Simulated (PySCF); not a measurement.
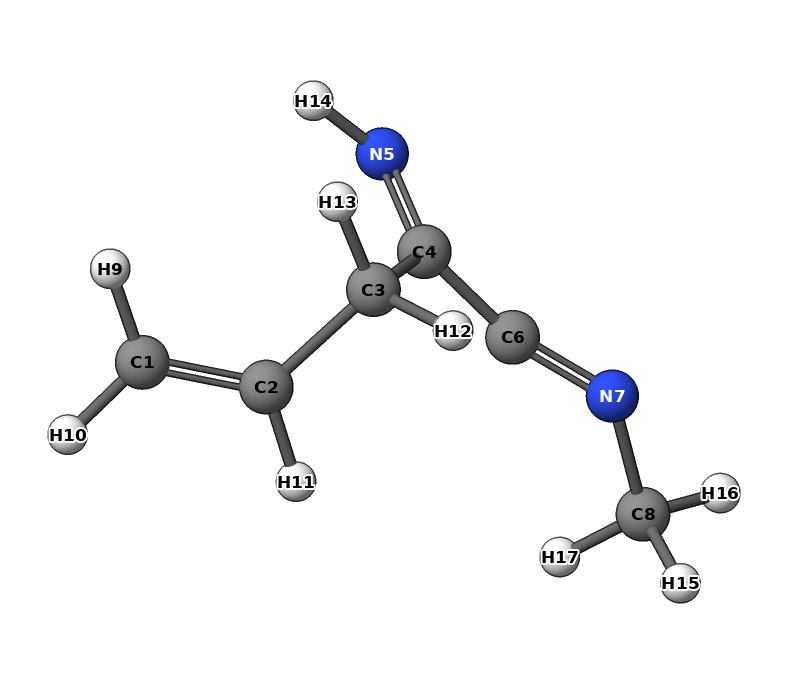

The questions are on Mulliken spin populations. State: neutral, doublet. The computed structure is the end point of a GFN2-xTB optimisation. No frequency run is at hand to confirm it as a minimum. Level of theory: UKS B3LYP, pcH-1 on C H N, non-relativistic (PySCF 2.14.0).

Give the Mulliken spin populations atom by atom.

| atom | value (e) |
| --- | --- |
| C1 | 0.00 |
| C2 | 0.00 |
| C3 | 0.00 |
| C4 | −0.09 |
| N5 | 0.48 |
| C6 | 0.43 |
| N7 | 0.15 |
| C8 | 0.02 |
| H9 | 0.00 |
| H10 | 0.00 |
| H11 | 0.00 |
| H12 | 0.00 |
| H13 | 0.00 |
| H14 | −0.02 |
| H15 | 0.00 |
| H16 | 0.00 |
| H17 | 0.03 |

Mulliken values depend strongly on the basis set.
